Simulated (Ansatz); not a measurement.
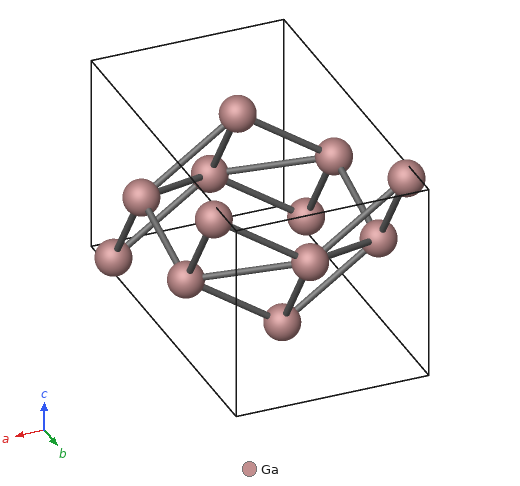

Ga, space group Cmce (No. 64), a = 3.919 Å, b = 6.912 Å, c = 4.015 Å, α = 90.00°, β = 90.00°, γ = 90.00°

```tsv
site	Wyckoff	x	y	z
Ga	8f	0.5000	0.3462	0.9202
```

Source: the end point of a relaxation at a target pressure of 50 GPa with Ansatz 0.2.0, DFT r2SCAN, scalar-relativistic, plane waves, PAW.

### Compute the Voronoi cell of each site (no radii): faces and volume.

| site | faces above 1 % of the sphere | volume (Å³) | solid angle by neighbour (%) |
| --- | --- | --- | --- |
| Ga | 9 | 13.59 | Ga 100 |

Weighted by multiplicity the volumes add up to the cell volume, 108.8 Å³.

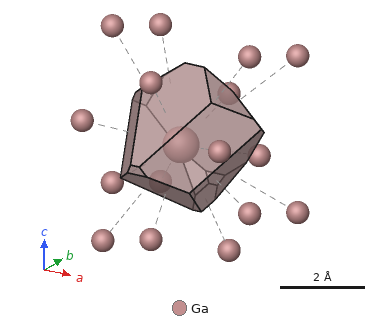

The computed Voronoi cell of Ga, with the neighbours that bound it.
